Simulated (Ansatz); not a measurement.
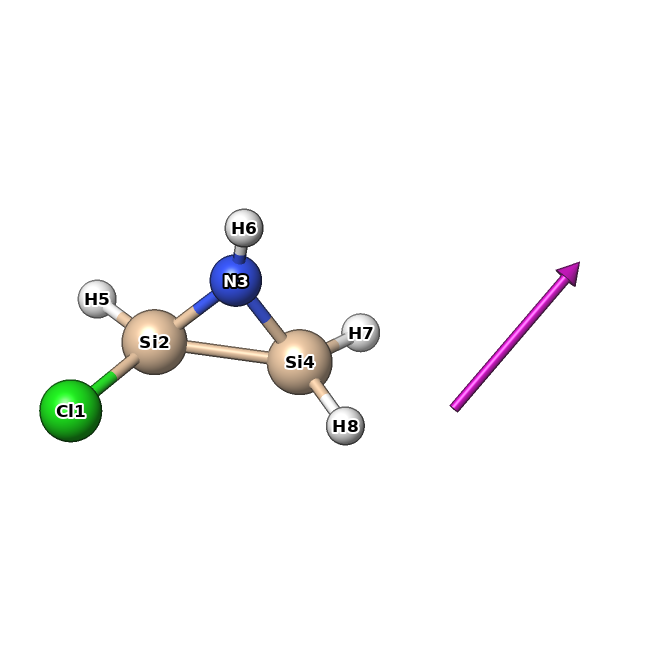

The arrow beside the molecule shows the direction of the dipole moment, from the negative to the positive end (its length means nothing). The computed structure is the end point of a PBE-D4/def2-SVP optimisation. No frequency run is at hand to confirm it as a minimum. Level of theory: RKS PBE-D4/def2-SVP (Ansatz 0.2.0).

**How large is the dipole moment?**

1.66 D; it points from the side of Cl1 to the side of H7 (the outermost atoms at the two ends).
